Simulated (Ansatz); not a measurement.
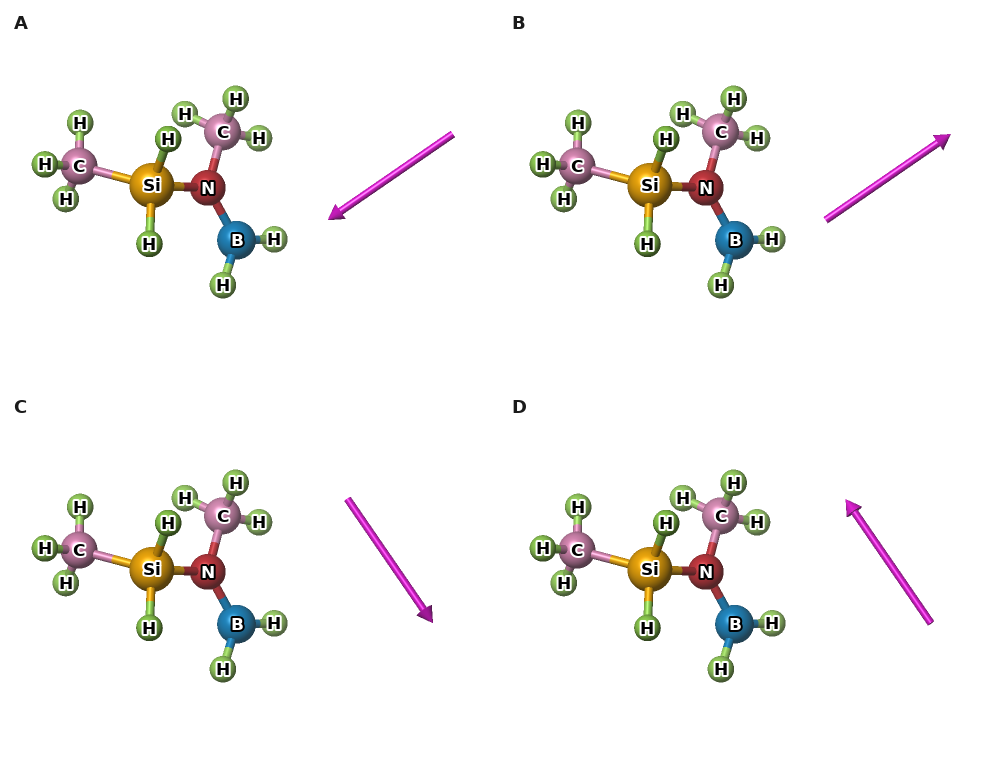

The same molecule four times, each with an arrow. The computed structure is the end point of a PBE0-D4/def2-TZVP optimisation. Properties computed with RKS r2SCAN-D4/def2-TZVPP (Ansatz 0.2.0).

### Which arrow points along the dipole moment, from the negative to the positive end?

D. The dipole moment is 2.02 D.
